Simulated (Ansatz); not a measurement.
**H$_{2}$···FH$_{2}$Si (doublet): density, localisation and related maps**

The calculation's input:

```
crystal:
  periodic: [false, false, false]
  atoms:
    - {symbol: H, position_ang: [-1.978496, 0.817888, 0.394233]}
    - {symbol: Si, position_ang: [0.626834, -0.321832, -0.606815]}
    - {symbol: F, position_ang: [1.928554, -0.920128, -1.328798]}
    - {symbol: H, position_ang: [-1.738097, 0.816871, 1.102212]}
    - {symbol: H, position_ang: [1.022239, 0.943555, 0.071233]}
    - {symbol: H, position_ang: [0.138866, -1.336353, 0.367836]}
basis:
  gaussian: {orbitals: def2-TZVPP}
magnetization: {spin_polarized: true, initial_magnetization: 1}
hamiltonian: {xc: pbe0, dispersion: d4}
output: {orbitals: {seedname: orbitals}}
```

Launched as:

```sh
ansatz run in.yaml --threads 2 --pin off --events-out ev --progress --plain --max-ram 4352MiB
```

The product side of a reaction path; geometry: PBE0-D4/def2-TZVP.

Theory: UKS PBE0-D4/def2-TZVPP (Ansatz 0.2.0).

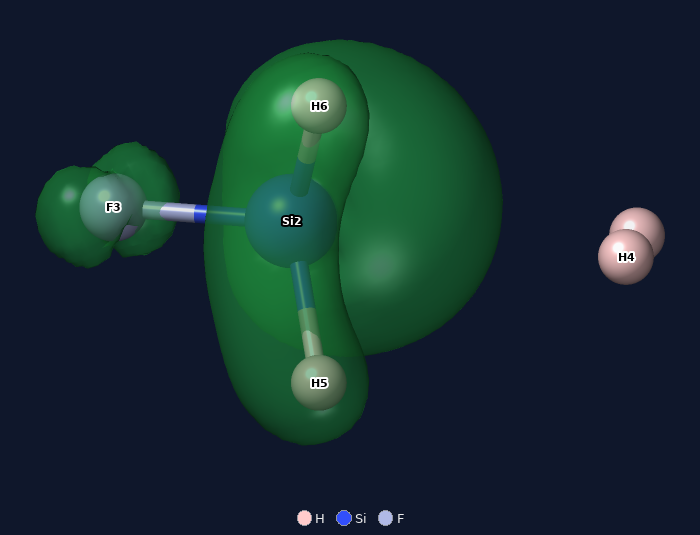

Figure 1. Isosurface of the spin density (α minus β) at +0.02 e/Å³ (green), seen at a tilt.

Which atoms carry the spin?

The unpaired spin (1 electron) lies mostly on Si2 (about 0.8), in electrons by Hirshfeld's partition.

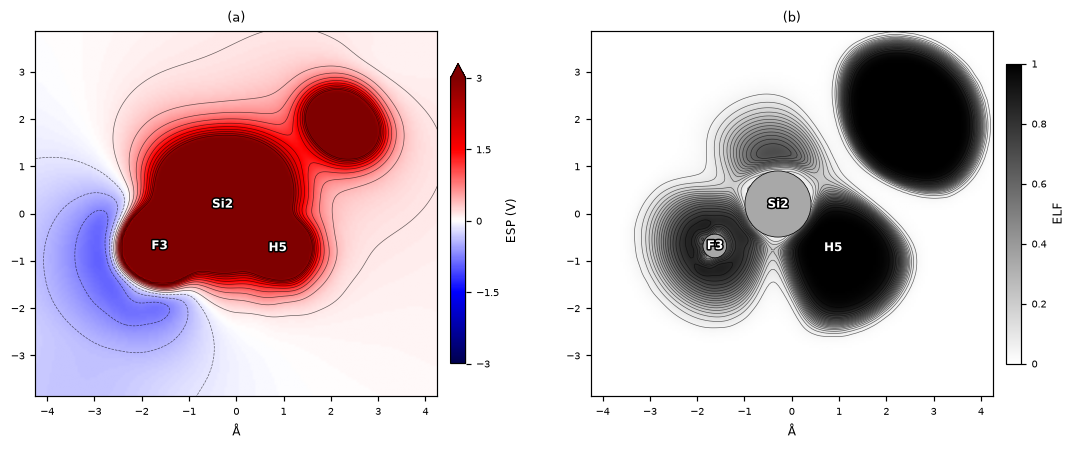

Figure 2. (a) electrostatic potential; (b) electron localisation function on the plane of atoms F3, Si2 and H5. Grey discs cover the atomic cores in the ELF map.

Describe what can be read from this map.

Atoms in the plane: Si, F and H.
Si–F (1.60 Å): the ELF peaks at about 0.85 in the valence shell of F, 0.6 Å from its nucleus, and is about 0.50 at the midpoint.
Si–H (1.49 Å): the ELF climbs to about 1 towards the hydrogen, as it does in any bond to H.
The ELF also peaks beside F3, away from the bonds: non-bonding electrons, paired or unpaired.
Outside the dense part of the complex the potential is most negative (−0.9 V) near F3.

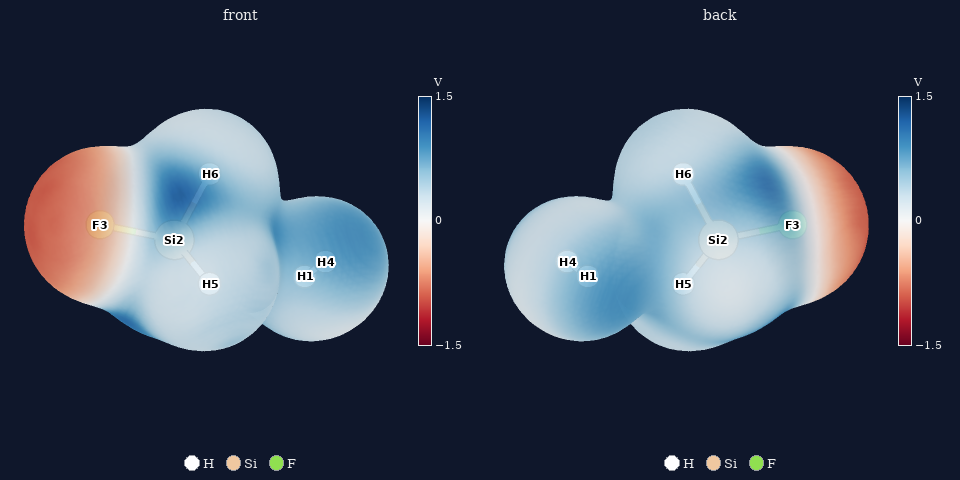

Figure 3. The molecular electrostatic potential painted on the density surface at 0.002 e/bohr³, seen from the front and from behind; red is negative and blue positive.

Where is the surface potential most negative and most positive?

The most negative region (about −0.9 V) lies over F3, the most positive (about +1.2 V) over Si2.
